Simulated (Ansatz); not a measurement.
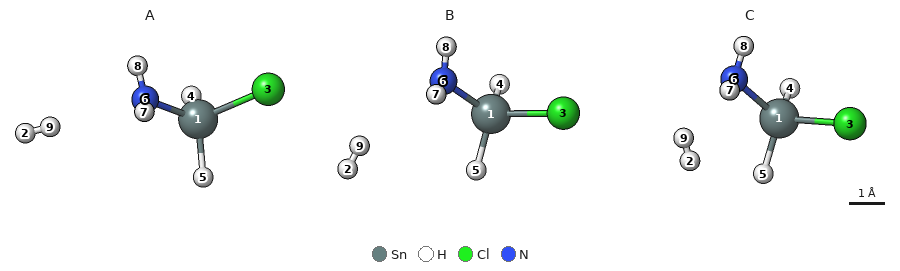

3 geometries from one relaxation of SnNH6Cl, in shuffled order. The picture is a ball-and-stick view, seen at a tilt.

The run prepares an end point of a later path (reaction) calculation, from a guessed geometry.

Theory: Ansatz 0.2.0, RHF/def2-SVP. Set-up: no spin polarisation; force threshold 0.03 eV/Å; at most 50 steps.

> Put them in the order of the run, from the start to the converged end.

C, B, A. They are steps 0, 7, 30, at +31.6 kJ/mol, +1.76 kJ/mol relative to the last. H2 moves most after the best rigid fit: 2.04 Å. Largest moves by element: H 2.04 Å, Cl 1.17 Å, N 0.67 Å, Sn 0.55 Å. Some distances before and after: Sn1–N6 2.071 → 2.013 Å, H2–H9 0.710 → 0.748 Å, Sn1–H5 1.687 → 1.697 Å. Bond angles that change, for instance: H5–Sn1–N6 114.8° → 109.0°, Sn1–N6–H8 112.4° → 117.4°, Sn1–N6–H7 114.8° → 117.4°. The energy falls by 31.6 kJ/mol in 27 accepted moves (30 points after the start). The largest force component goes from 1.5 to 0.018 eV/Å. The line search rejected the trial steps at points 11, 17, 22 of the run. The forces were under the threshold at step 6, but the run went on from there. The run took 35 s on 2 threads of AMD EPYC 7B13 (Zen 3) (shared host), peak memory 0.2 GiB.

Limits of the set-up: the start holds two separate molecules, 2.3 Å apart at their closest, whose relative position is a soft coordinate and is computed without a dispersion correction; Hartree-Fock leaves out electron correlation.
